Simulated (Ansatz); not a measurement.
Consider NaSc.

Input file:

```
crystal:
  lattice:
    - [6.090587303, 0.0, 0.0]
    - [0.0, 6.090587303, 0.0]
    - [0.0, 0.0, 6.090587303]
  atoms:
    - { symbol: Na, position: [0.1557979518, 0.1557979518, 0.1557979518] }
    - { symbol: Na, position: [0.3442020482, 0.8442020482, 0.6557979518] }
    - { symbol: Na, position: [0.6557979518, 0.3442020482, 0.8442020482] }
    - { symbol: Na, position: [0.8442020482, 0.6557979518, 0.3442020482] }
    - { symbol: Sc, position: [0.8492196876, 0.8492196876, 0.8492196876] }
    - { symbol: Sc, position: [0.6507803124, 0.1507803124, 0.3492196876] }
    - { symbol: Sc, position: [0.3492196876, 0.6507803124, 0.1507803124] }
    - { symbol: Sc, position: [0.1507803124, 0.3492196876, 0.6507803124] }
basis:
  ecutwfc: 420
kpoints:
  mp_grid: { grid: [6, 6, 6] }
hamiltonian:
  xc: pbe
scf:
  occupations: { method: gaussian, width: 0.1 }
output:
  forces: true
  stress: true
  eigenvalues: true
  write_density: true
  write_potential: true
  elf: true
  volumetric_format: npy
relax:
  adjacent_minimum: "off"
  f_tol: 0.01
  max_steps: 80
  cell: { stress_tol: 0.05 }
```

Launched as:

```sh
ansatz run input.yaml --threads 1 --pin off --max-ram 2560MiB --backend cpu --events-out ev --progress --plain --runs-dir out
```

Below, planes, directions and counts refer to the conventional cell (a = 6.11 Å, b = 6.11 Å, c = 6.11 Å, α = 90.00°, β = 90.00°, γ = 90.00°).

The fields are those of the run's last geometry, not of the input's.

Space group P2₁3; started from the FeSi (B20)_198 prototype, which need not be the ambient phase.

All numbers below come from Ansatz 0.2.0, DFT PBE, scalar-relativistic, plane waves, PAW.

> Predict the valence pseudo-density and electron localisation function between the atoms.

Na–Sc (3.25 Å): ρ at the midpoint is about 0.07 e/Å³, with its minimum of 0.06 e/Å³ about 1.4 Å from Na; the ELF is about 0.20 at the midpoint: no localised pair shows between them.
Na–Sc (3.31 Å): the density is about 0.06 e/Å³ at the midpoint; the ELF is about 0.20 at the midpoint (no shared electron pair shows on this line).
The ELF has a maximum of about 0.80 in the space between the atoms, 2.1 Å from four Na and Sc atoms, on no atom or two-centre bond.

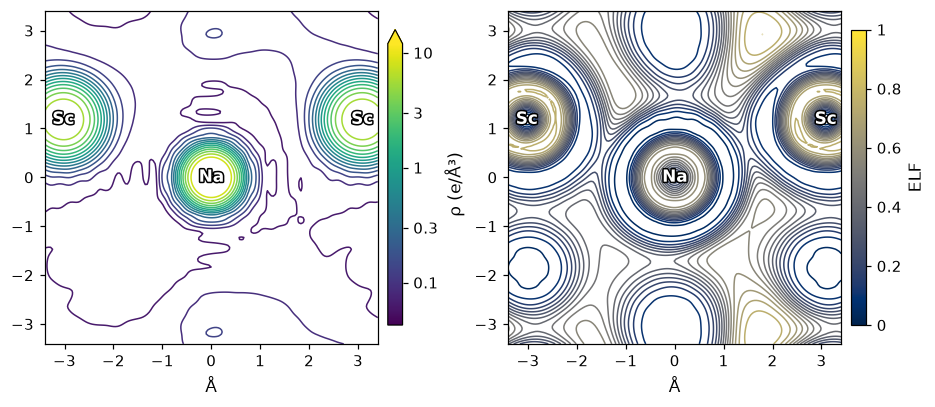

Computed valence pseudo-density and electron localisation function on the (010) plane of the conventional cell, in this order. 

In a PAW calculation such maps are meaningful between the atoms, not at the nuclei.
